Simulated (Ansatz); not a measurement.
One stationary structure of ZnO. Space group P6₃mc (No. 186), wurtzite type. These are PBEsol (plane waves to 420 eV, PAW, scalar-relativistic; Ansatz, an electronic-structure program) values and carry that method's errors.

```cif
data_O2Zn2
_chemical_formula_sum 'Zn2 O2'
_space_group_name_H-M_alt 'P63mc'
_space_group_IT_number 186
_space_group_name_Hall 'P 6c -2c'
_cell_length_a 3.22966
_cell_length_b 3.22966
_cell_length_c 5.21481
_cell_angle_alpha 90.000
_cell_angle_beta 90.000
_cell_angle_gamma 120.000
loop_
_atom_site_label
_atom_site_type_symbol
_atom_site_symmetry_multiplicity
_atom_site_Wyckoff_symbol
_atom_site_fract_x
_atom_site_fract_y
_atom_site_fract_z
_atom_site_occupancy
Zn1 Zn 2 b 0.66667 0.33333 0.00204 1
O1 O 2 b 0.33333 0.66667 0.12316 1
```

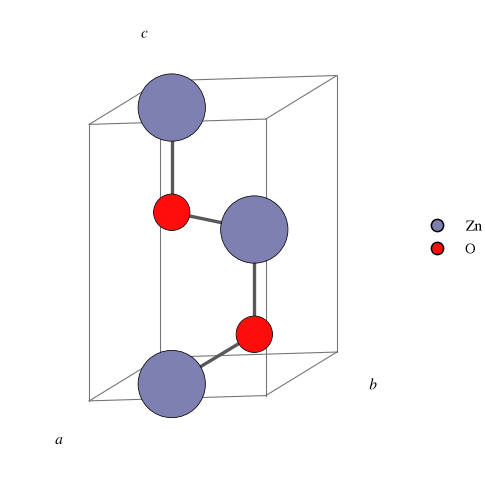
The conventional cell of the relaxed structure

```json
{
  "volume_per_atom": "11.78 Å³",
  "band_gap": "0.70 eV, direct at Γ (no spin-orbit coupling)",
  "shortest_distances": "O–Zn 1.97 Å; Zn–Zn 3.21 Å; O–O 3.21 Å",
  "k-mesh": "12×12×7"
}
```

Band energies at high-symmetry points (eV from the VBM; labels of this space group; no spin-orbit coupling), from −5 eV up to 3.1 eV:

```csv
point,energies
Γ,-4.56 -4.56 -4.34 -4.34 -4.06 -0.81 -0.81 -0.10 0.00 0.00 0.70
M,-4.97 -4.53 -4.38 -4.29 -4.22 -3.75 -3.61 -2.88 -2.31 -1.33 -0.86
K,-4.79 -4.79 -4.64 -4.50 -4.48 -4.48 -3.80 -3.56 -3.56 -1.97 -1.97 -1.77
A,-4.43 -4.43 -4.43 -4.43 -2.28 -2.28 -0.40 -0.40 -0.40 -0.40
L,-4.35 -4.35 -4.27 -4.27 -3.80 -3.80 -1.54 -1.54 -1.41 -1.41
H,-4.56 -4.56 -4.01 -4.01 -3.76 -3.76 -2.75 -2.75 -1.29 -1.29
```

No spin polarisation in the result.

Measured for ZnO: a 3.2482 Å (0 K or low temperature; as listed in arXiv:1206.3780); c 5.204 Å (0 K or low temperature; as listed in arXiv:1206.3780); gap 3.6 eV (static lattice; corrected from measurement; as listed in Wei Chen et al., Physical Review Materials (2018)). Computed minus measured — a: PBEsol -0.6 %; c: PBEsol +0.2 %; gap: PBEsol -2.90 eV. The computed values are for a static lattice, and a measured gap can be an optical one, lowered by exciton binding.

The run could not lose the symmetry of its start.
